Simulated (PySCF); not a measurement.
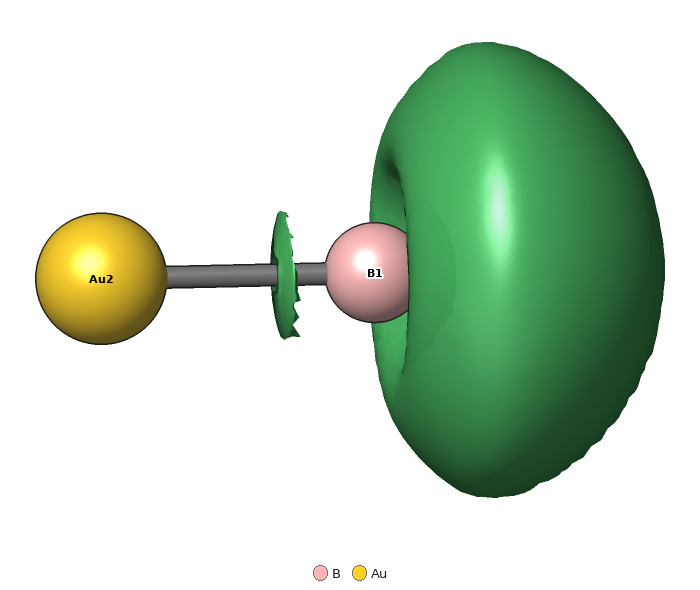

Figure. BAu. Isosurface of the ELF at 0.75 (green), seen from one side. Only the valence region is drawn (cores and ρ < 0.01 e/Å³ removed).

Theory: PBE0/x2c-TZVPPall, spin-free X2C-1e, Gaussian nucleus, at a bond length of 1.916 Å (PySCF).

```xyz
2

B     0.0000    0.0000   -1.8146
Au    0.0000    0.0000    0.1014
```

What do the ELF domains correspond to?

At this value the surface marks out one lobe of the valence shell of B pointing towards Au (polar bonds) and one lobe on B, pointing away from the bonds (lone pairs). Along the contacts the grid gives the following. B–Au (1.92 Å): the ELF peaks at about 0.80 in the valence shell of B, 0.6 Å from its nucleus, and is about 0.45 at the midpoint.
